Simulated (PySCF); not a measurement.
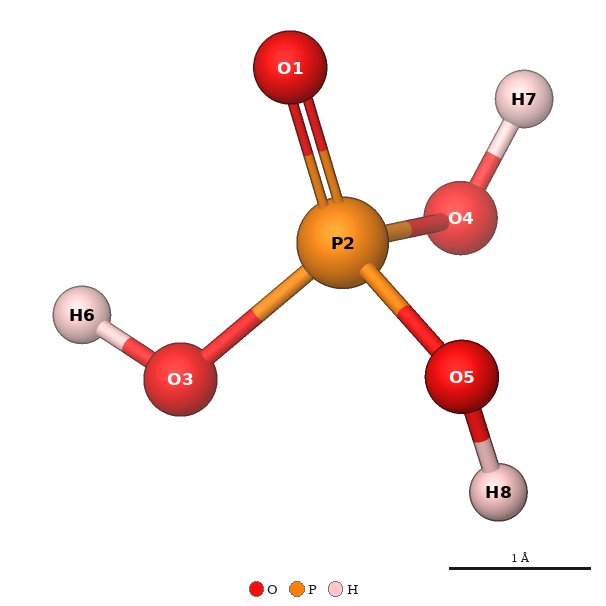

Orthographic view. Distant atoms are faded towards the background colour. The geometry was computed by an optimisation with PBE0-D3(BJ)/def2-TZVP. No frequency run is at hand to confirm it as a minimum.

Write a MOL file (V2000) with the atoms in numerical order, bonds sorted by atom number with the orders drawn, and coordinates in the frame of the picture: x right, y up, z towards the viewer, origin at the mean position.

```
H3O4P
                    3D

  8  7  0  0  0  0  0  0  0  0999 V2000
   -0.4600    1.4700    0.9000 O   0  0  0  0  0  0  0  0  0  0  0  0
   -0.0900    0.2200    0.2600 P   0  0  0  0  0  0  0  0  0  0  0  0
   -1.2500   -0.7500   -0.2200 O   0  0  0  0  0  0  0  0  0  0  0  0
    0.7500    0.4000   -1.0900 O   0  0  0  0  0  0  0  0  0  0  0  0
    0.7600   -0.7400    1.1800 O   0  0  0  0  0  0  0  0  0  0  0  0
   -1.9500   -0.2900   -0.6900 H   0  0  0  0  0  0  0  0  0  0  0  0
    1.2100    1.2500   -1.0900 H   0  0  0  0  0  0  0  0  0  0  0  0
    1.0200   -1.5600    0.7600 H   0  0  0  0  0  0  0  0  0  0  0  0
  1  2  2  0
  2  3  1  0
  2  4  1  0
  2  5  1  0
  3  6  1  0
  4  7  1  0
  5  8  1  0
M  END
```
